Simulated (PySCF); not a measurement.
# amide anion (NH2−): NMR shifts and electronic excitations in gas and solvents

Aim: compute the NMR shifts and electronic excitations of amide anion (NH2−) (`[NH2-]`), and see what a dielectric continuum does where one was used.

The runs use PySCF 2.14.0, with density-fitted response routines of our own; the level of theory stands in each step. All values are computed, except where a source is named. Atoms are numbered from 0 throughout.

## Step 1: The starting structure

3 atoms, charge -1, multiplicity 1; geometry from: GFN2-xTB. The atoms were then displaced at random by about 0.01 Å, so the start is not that level's minimum.

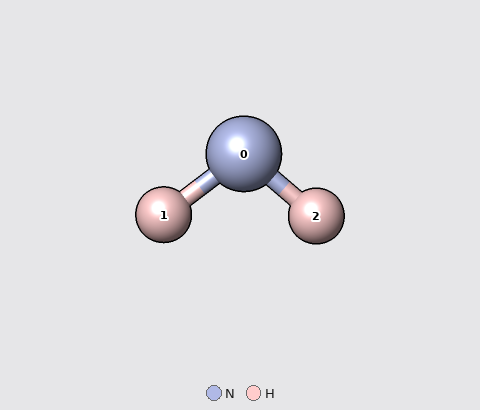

As it starts; nitrogen light blue, hydrogen pink, atoms numbered; sticks join atoms by distance.

## Step 2: Relaxing the molecule at PBE0-D3(BJ)/def2-SVP

What the job is given:

```
{"job": {"xc": "PBE0", "basis": "def2-SVP", "d3": "d3bj", "grid": 1, "shake": 0.01, "kind": "geom"}, "charge": -1, "multiplicity": 1}
N      0.025290     0.420220     0.001710
H     -0.813670    -0.226730    -0.013530
H      0.794390    -0.228420    -0.007360
```

Run with:

```sh
> OMP_NUM_THREADS=1 python probes_run.py task.json out
```

One launch serves the whole session: the jobs run in the order shown.

The log of the run:

```text
step   0  E = -55.72932131  max force = 0.030897
step   1  E = -55.73027247  max force = 0.021891
step   2  E = -55.73134085  max force = 0.007750
step   3  E = -55.73155913  max force = 0.000877
step   4  E = -55.73156132  max force = 0.000120
optimisation converged
```

Run time: 3.1 s. Hardware: 1 thread of Intel Xeon at 2.50GHz, shared host; peak memory 0.23 GiB.

The steps of the relaxation:

```csv
step,energy from step 0 (eV),largest force component (eV/Å)
0,0.0000,1.5888
1,-0.0259,1.1257
2,-0.0550,0.3985
3,-0.0609,0.0451
4,-0.0610,0.0062
```

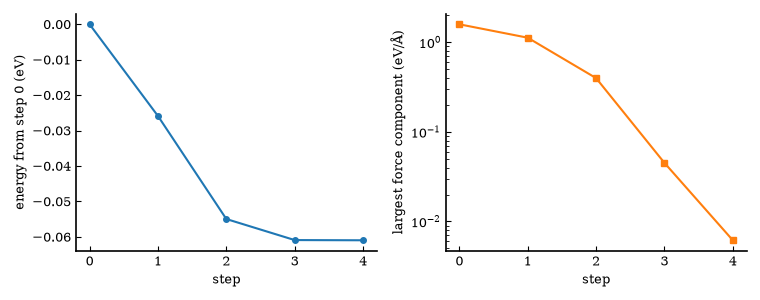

Energy and force, step by step.

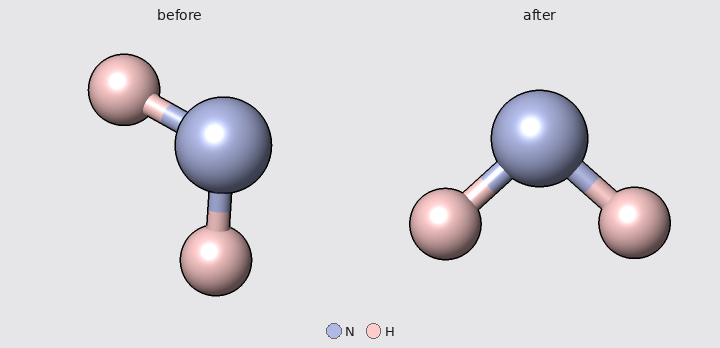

The geometry before (left) and after (right).

Distances of close pairs at the start and the end, largest changes first:

```csv
bond,before (Å),after (Å),change (Å)
N0–H2,1.006,1.051,+0.045
N0–H1,1.060,1.051,-0.008
```

The end geometry stands in the next job.

```csv
at the end point,value
point group (found at 0.08 Å tolerance),C2v
"rotational constants (GHz, main isotopes)","580.9, 410.0, 240.3"
```

## Step 3: Shielding tensors: PBE0/pcSseg-1 in benzene

What the job is given:

```
{"job": {"kind": "nmr", "xc": "PBE0", "basis": "pcSseg-1", "solvent": "benzene", "pop": true}, "charge": -1, "multiplicity": 1}
N     -0.406702     0.199656    -0.094287
H      0.571357     0.391869    -0.428936
H     -0.159117    -0.626484     0.506856
```

Level: GIAO PBE0/pcSseg-1 NMR shielding, non-relativistic, IEF-PCM benzene.

The log of the run:

```text
coarse grid: 2304 points
cycle   1  E = -55.7418949157  dE = -1.264e-01  |g| = 6.963e-01  |ddm| = 1.278e+00
cycle   2  E = -55.6453730204  dE =  9.652e-02  |g| = 9.451e-01  |ddm| = 1.475e+00
cycle   3  E = -55.8573205640  dE = -2.119e-01  |g| = 1.622e-02  |ddm| = 9.046e-01
cycle   4  E = -55.8573785137  dE = -5.795e-05  |g| = 4.131e-03  |ddm| = 1.882e-02
cycle   5  E = -55.8573818289  dE = -3.315e-06  |g| = 5.070e-04  |ddm| = 2.889e-03
final grid: 21736 points
cycle   6  E = -55.8607757889  dE = -3.767e-06  |g| = 4.050e-03  |ddm| = 6.786e-03
cycle   7  E = -55.8607723636  dE =  3.425e-06  |g| = 5.766e-03  |ddm| = 7.219e-03
cycle   8  E = -55.8607793435  dE = -6.980e-06  |g| = 6.094e-05  |ddm| = 4.195e-03
cycle   9  E = -55.8607793445  dE = -1.060e-09  |g| = 1.580e-05  |ddm| = 8.228e-05
cycle  10  E = -55.8607793446  dE = -7.611e-11  |g| = 1.410e-06  |ddm| = 2.400e-05
converged SCF energy = -55.8607793446

GIAO shielding tensors (ppm)
atom      isotropic    diamagn.    paramagn.     s11        s22        s33       span
  0 N      297.808     317.485     -19.676    281.488    302.383    309.554     28.065
  1 H       36.341      33.883       2.458     30.272     32.651     46.100     15.828
  2 H       36.338      33.886       2.452     30.270     32.643     46.102     15.832
```

It took 2.2 s on 1 thread of Intel Xeon at 2.50GHz, shared host; peak memory 0.26 GiB.

Shifts follow as δ = σ(reference) − σ, with reference shieldings (ppm) from runs at the same level and on the same kind of geometry: ¹H TMS 31.25, ¹⁵N NH3 267.0. The references are single molecules in the same continuum, so shifts against H2O, NH3, PH3, H3PO4 or CFCl3 are not on the usual liquid scales and can be off by tens of ppm. Atoms listed in one row are averaged.

```csv
atoms,environment,σ (ppm),δ (ppm)
"H1, H2",hydrogen on a nitrogen,36.34,-5.08
N0,nitrogen bonded to 2 H,297.8,-30.8
```

The run also stored atomic charges by several schemes (e):

```csv
atoms,Mulliken,IAO,Hirshfeld,ESP fit
N0,-1.05,-1.21,-0.85,-1.40
```

ESP fit charges:

```csv
atom,value (e)
N0,-1.40
H1,0.20
H2,0.20
```

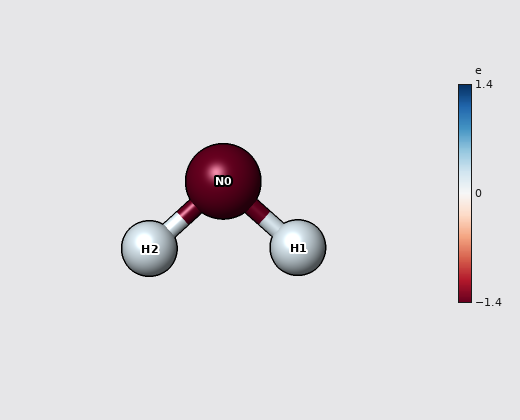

ESP fit charges, as colours on the atoms.

## Step 4: Shielding tensors: PBE0/pcSseg-1 in cyclohexane

What the job is given:

```
{"job": {"kind": "nmr", "xc": "PBE0", "basis": "pcSseg-1", "solvent": "cyclohexane", "pop": false}, "charge": -1, "multiplicity": 1}
N     -0.406702     0.199656    -0.094287
H      0.571357     0.391869    -0.428936
H     -0.159117    -0.626484     0.506856
```

With the program's defaults for keys left out, this is: GIAO PBE0/pcSseg-1 NMR shielding, non-relativistic, IEF-PCM cyclohexane.

The log of the run:

```text
coarse grid: 2304 points
cycle   1  E = -55.7333434979  dE = -1.179e-01  |g| = 6.977e-01  |ddm| = 1.278e+00
cycle   2  E = -55.6342903311  dE =  9.905e-02  |g| = 9.507e-01  |ddm| = 1.508e+00
cycle   3  E = -55.8495132368  dE = -2.152e-01  |g| = 1.631e-02  |ddm| = 9.310e-01
cycle   4  E = -55.8495735789  dE = -6.034e-05  |g| = 4.256e-03  |ddm| = 1.971e-02
cycle   5  E = -55.8495770951  dE = -3.516e-06  |g| = 5.385e-04  |ddm| = 2.969e-03
final grid: 21736 points
cycle   6  E = -55.8529756246  dE = -3.788e-06  |g| = 4.013e-03  |ddm| = 6.771e-03
cycle   7  E = -55.8529722109  dE =  3.414e-06  |g| = 5.733e-03  |ddm| = 7.254e-03
cycle   8  E = -55.8529791229  dE = -6.912e-06  |g| = 6.209e-05  |ddm| = 4.214e-03
cycle   9  E = -55.8529791240  dE = -1.099e-09  |g| = 1.621e-05  |ddm| = 8.526e-05
cycle  10  E = -55.8529791241  dE = -8.045e-11  |g| = 1.442e-06  |ddm| = 2.494e-05
converged SCF energy = -55.8529791241

GIAO shielding tensors (ppm)
atom      isotropic    diamagn.    paramagn.     s11        s22        s33       span
  0 N      296.915     317.219     -20.305    281.404    300.055    309.286     27.882
  1 H       36.419      33.884       2.535     30.351     32.830     46.077     15.727
  2 H       36.417      33.887       2.530     30.349     32.821     46.080     15.731
```

Run time: 0.62 s. Hardware: 1 thread of Intel Xeon at 2.50GHz, shared host; peak memory 0.26 GiB.

This run: δ N0 -30.0, H1 -5.16 ppm (means over like atoms).

## Step 5: TDDFT and polarisability: B3LYP/def2-SVPD

What the job is given:

```
{"job": {"kind": "uv", "xc": "B3LYP", "basis": "def2-SVPD", "dynamic": true, "nstates": 6, "ntriplets": 0}, "charge": -1, "multiplicity": 1}
N     -0.406702     0.199656    -0.094287
H      0.571357     0.391869    -0.428936
H     -0.159117    -0.626484     0.506856
```

With the program's defaults for keys left out, this is: TDDFT B3LYP/def2-SVPD, vertical, gas phase, core orbitals frozen in the response.

The log of the run:

```text
coarse grid: 2304 points
cycle   1  E = -55.7148707261  dE = -5.301e-02  |g| = 6.951e-01  |ddm| = 1.526e+00
cycle   2  E = -55.1035393427  dE =  6.113e-01  |g| = 1.602e+00  |ddm| = 2.283e+00
cycle   3  E = -55.8513593723  dE = -7.478e-01  |g| = 3.034e-02  |ddm| = 1.624e+00
cycle   4  E = -55.8518102157  dE = -4.508e-04  |g| = 8.585e-03  |ddm| = 8.804e-02
cycle   5  E = -55.8518289363  dE = -1.872e-05  |g| = 1.898e-03  |ddm| = 8.269e-03
cycle   6  E = -55.8518297899  dE = -8.535e-07  |g| = 5.118e-04  |ddm| = 1.797e-03
final grid: 21736 points
cycle   7  E = -55.8566149305  dE = -5.051e-06  |g| = 2.018e-03  |ddm| = 9.139e-03
cycle   8  E = -55.8566118888  dE =  3.042e-06  |g| = 4.115e-03  |ddm| = 5.980e-03
cycle   9  E = -55.8566159212  dE = -4.032e-06  |g| = 8.821e-05  |ddm| = 4.695e-03
cycle  10  E = -55.8566159232  dE = -1.979e-09  |g| = 2.513e-05  |ddm| = 9.894e-05
cycle  11  E = -55.8566159234  dE = -1.902e-10  |g| = 2.641e-06  |ddm| = 3.591e-05
converged SCF energy = -55.8566159234

Static polarisability (au): isotropic 24.512, principal 23.836 24.719 24.982

Singlet excitations
state   eV       nm        f      main configurations
  1   3.3500    370.1   0.04155   H->L 1.00
  2   5.0820    244.0   0.00000   H->L+1 1.00
  3   5.6854    218.1   0.12828   H-1->L 0.98
  4   7.0458    176.0   0.00510   H->L+2 0.99
  5   7.4869    165.6   0.02464   H-1->L+1 0.95
  6   8.0182    154.6   0.06158   H->L+4 0.99
```

It took 1.2 s on 1 thread of Intel Xeon at 2.50GHz, shared host; peak memory 0.26 GiB.

Frontier orbitals and where they lie:

```csv
orbital,eV,atoms
HOMO−3,-12.54,"N0 56 %, H2 22 %, H1 22 %"
HOMO−2,-2.95,"N0 55 %, H1 23 %, H2 23 %"
HOMO−1,0.20,"N0 72 %, H2 14 %, H1 14 %"
HOMO,2.41,"N0 72 %, H2 14 %, H1 14 %"
LUMO,7.00,"N0 48 %, H1 26 %, H2 26 %"
LUMO+1,8.92,"H2 42 %, H1 42 %, N0 16 %"
LUMO+2,10.85,"H1 41 %, H2 41 %, N0 18 %"
```

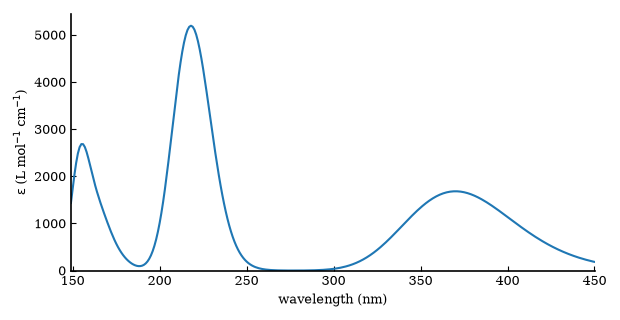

Absorption spectrum: each of the 6 states is a Gaussian band of 0.4 eV half-width at 1/e. Beyond the last state computed it falls off for lack of states.

Further results of this job:

```csv
property,computed
polarisability (Å³),3.63
HOMO–LUMO gap (eV),4.59
−ε(HOMO) (eV),-2.41
C6 with itself (au),175
```

## Step 6: Ultraviolet spectrum: B3LYP/def2-SVPD in benzene

What the job is given:

```
{"job": {"kind": "uv", "xc": "B3LYP", "basis": "def2-SVPD", "solvent": "benzene", "nstates": 6, "ntriplets": 0}, "charge": -1, "multiplicity": 1}
N     -0.406702     0.199656    -0.094287
H      0.571357     0.391869    -0.428936
H     -0.159117    -0.626484     0.506856
```

With the program's defaults for keys left out, this is: TDDFT B3LYP/def2-SVPD, vertical, IEF-PCM benzene (non-equilibrium linear response), core orbitals frozen in the response.

The log of the run:

```text
coarse grid: 2304 points
cycle   1  E = -55.7974174092  dE = -1.355e-01  |g| = 6.813e-01  |ddm| = 1.527e+00
cycle   2  E = -55.3637389998  dE =  4.337e-01  |g| = 1.416e+00  |ddm| = 3.746e+00
cycle   3  E = -55.9239790988  dE = -5.602e-01  |g| = 2.731e-02  |ddm| = 2.523e+00
cycle   4  E = -55.9242569088  dE = -2.778e-04  |g| = 5.830e-03  |ddm| = 1.015e-01
cycle   5  E = -55.9242642655  dE = -7.357e-06  |g| = 1.594e-03  |ddm| = 4.750e-03
final grid: 21736 points
cycle   6  E = -55.9290365962  dE = -5.990e-06  |g| = 7.116e-04  |ddm| = 8.372e-03
cycle   7  E = -55.9290366940  dE = -9.773e-08  |g| = 2.928e-04  |ddm| = 1.695e-03
cycle   8  E = -55.9290367093  dE = -1.529e-08  |g| = 1.488e-04  |ddm| = 3.584e-04
cycle   9  E = -55.9290367139  dE = -4.649e-09  |g| = 5.719e-05  |ddm| = 2.869e-04
cycle  10  E = -55.9290367147  dE = -7.862e-10  |g| = 1.864e-06  |ddm| = 1.002e-04
converged SCF energy = -55.9290367147

Static polarisability (au): isotropic 26.526, principal 25.847 26.779 26.953

Singlet excitations
state   eV       nm        f      main configurations
  1   3.9071    317.3   0.06251   H->L 1.00
  2   5.8059    213.5   0.00000   H->L+1 1.00
  3   6.1336    202.1   0.16798   H-1->L 0.99
  4   7.5325    164.6   0.01451   H->L+2 0.99
  5   8.1823    151.5   0.04022   H-1->L+1 0.95
  6   8.3258    148.9   0.06488   H->L+4 0.99
```

It took 1.3 s on 1 thread of Intel Xeon at 2.50GHz, shared host; peak memory 0.26 GiB.

This run: HOMO -1.38 eV, LUMO 3.85 eV; lowest singlet 3.91 eV.

## Step 7: Excited states and response: B3LYP/def2-SVPD in cyclohexane

What the job is given:

```
{"job": {"kind": "uv", "xc": "B3LYP", "basis": "def2-SVPD", "solvent": "cyclohexane", "nstates": 6, "ntriplets": 0}, "charge": -1, "multiplicity": 1}
N     -0.406702     0.199656    -0.094287
H      0.571357     0.391869    -0.428936
H     -0.159117    -0.626484     0.506856
```

With the program's defaults for keys left out, this is: TDDFT B3LYP/def2-SVPD, vertical, IEF-PCM cyclohexane (non-equilibrium linear response), core orbitals frozen in the response.

The log of the run:

```text
coarse grid: 2304 points
cycle   1  E = -55.7890630027  dE = -1.271e-01  |g| = 6.828e-01  |ddm| = 1.527e+00
cycle   2  E = -55.3415067630  dE =  4.476e-01  |g| = 1.432e+00  |ddm| = 3.567e+00
cycle   3  E = -55.9166384831  dE = -5.751e-01  |g| = 2.759e-02  |ddm| = 2.369e+00
cycle   4  E = -55.9169284337  dE = -2.900e-04  |g| = 5.852e-03  |ddm| = 1.013e-01
cycle   5  E = -55.9169357982  dE = -7.364e-06  |g| = 1.621e-03  |ddm| = 4.661e-03
final grid: 21736 points
cycle   6  E = -55.9217101082  dE = -6.016e-06  |g| = 7.494e-04  |ddm| = 8.325e-03
cycle   7  E = -55.9217102153  dE = -1.070e-07  |g| = 3.104e-04  |ddm| = 1.757e-03
cycle   8  E = -55.9217102341  dE = -1.885e-08  |g| = 1.361e-04  |ddm| = 3.498e-04
cycle   9  E = -55.9217102378  dE = -3.668e-09  |g| = 6.169e-05  |ddm| = 2.671e-04
cycle  10  E = -55.9217102387  dE = -9.113e-10  |g| = 1.872e-06  |ddm| = 1.029e-04
converged SCF energy = -55.9217102387

Static polarisability (au): isotropic 26.214, principal 25.515 26.479 26.647

Singlet excitations
state   eV       nm        f      main configurations
  1   3.8486    322.2   0.05971   H->L 1.00
  2   5.7262    216.5   0.00000   H->L+1 1.00
  3   6.0866    203.7   0.16289   H-1->L 0.99
  4   7.4836    165.7   0.01291   H->L+2 0.99
  5   8.1061    153.0   0.03791   H-1->L+1 0.95
  6   8.2918    149.5   0.06529   H->L+4 0.99
```

It took 0.91 s on 1 thread of Intel Xeon at 2.50GHz, shared host; peak memory 0.26 GiB.

This run: HOMO -1.00 eV, LUMO 4.16 eV; lowest singlet 3.85 eV.

## Step 8: Side by side: NMR shifts

Shifts (ppm), means over like atoms, with basis size and wall time:

```csv
run,H1,N0,functions,time
PBE0/pcSseg-1 in benzene,-5.08,-30.8,27,2.2 s
PBE0/pcSseg-1 in cyclohexane,-5.16,-30.0,27,0.62 s
```

The continuum's effect on the ground state:

```csv
solvent,ε,polarisation energy (Eh)
cyclohexane,2.02,-0.0699
benzene,2.27,-0.0778
```

## Step 9: Run by run: electronic excitations

Excitations and ground-state properties, with basis size and wall time:

```csv
run,lowest singlet (eV),brightest (eV),f,gap (eV),α (Å³),functions,time
B3LYP/def2-SVPD,3.35,5.69,0.128,4.59,3.63,36,1.2 s
B3LYP/def2-SVPD in benzene,3.91,6.13,0.168,5.23,3.93,36,1.3 s
B3LYP/def2-SVPD in cyclohexane,3.85,6.09,0.163,5.16,3.88,36,0.91 s
```

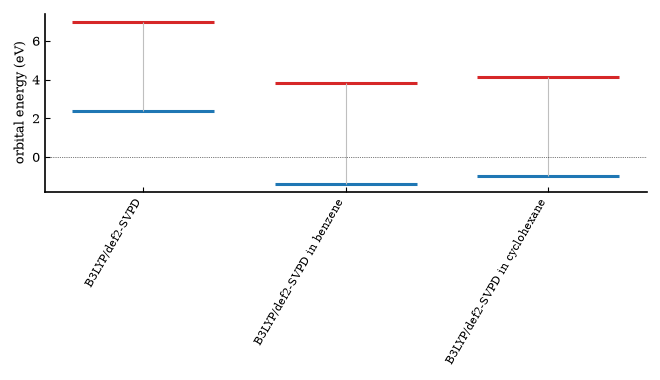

HOMO (blue) and LUMO (red) run by run.

The continuum's effect on the ground state:

```csv
solvent,ε,polarisation energy (Eh)
cyclohexane,2.02,-0.0657
benzene,2.27,-0.0732
```

## Step 10: What came out

```
                                                                       quantity                        value
                                                                    point group                          C2v
                                           rotational constants (main isotopes)   580.87, 409.96, 240.34 GHz
¹H shifts against TMS (PBE0/pcSseg-1, benzene, means over atoms taken as alike)                    -5.08 ppm
                                ¹⁵N shifts against NH3 (PBE0/pcSseg-1, benzene)                    -30.8 ppm
                                               lowest singlet (B3LYP/def2-SVPD)  3.35 eV (370 nm), f = 0.042
                                       brightest single state of those computed  state 3, 5.69 eV, f = 0.128
                                                       range of the shift of N0           -30.8 to -30.0 ppm
                                                    range of the lowest singlet              3.35 to 3.91 eV
```

**Reading.** The start of the PBE0/def2-SVP relaxation was shaken at random by about 0.01 Å, so part of the energy gained, and of the first lengths quoted, undoes that. Over 4 steps the energy fell by 0.061 eV; of the close pairs, N0–H2 changed most, 1.006 to 1.051 Å. No frequency check was run at this level, so the end point may be a saddle. The first singlet state (HOMO→LUMO 1.00) lies at 3.35 eV and is weak; of the 6 states computed, the strongest absorption comes from state 3 at 5.69 eV (the last state computed absorbs too, and its partners may lie past the list). The lowest singlet lies above −ε(HOMO); no detachment energy was computed, so the anion's states may not be bound. In ppm, N0 moves most: its shift spreads over 0.7 ppm, from -30.8 (PBE0/pcSseg-1 in benzene) to -30.0 (PBE0/pcSseg-1 in cyclohexane). Each shift counts from a reference computed in the same medium, and that reference moves with the solvent too, so shifts and shieldings show the solvent's effect differently. The continuum holds electrostatics alone: no hydrogen bonds to the solvent, and the gas-phase geometry is kept. At B3LYP/def2-SVPD the HOMO lies above zero (+2.41 eV), as often for anions in the gas phase: self-interaction error lifts it, or the electron is held by the finite basis alone; counter-ions and solvent are missing.
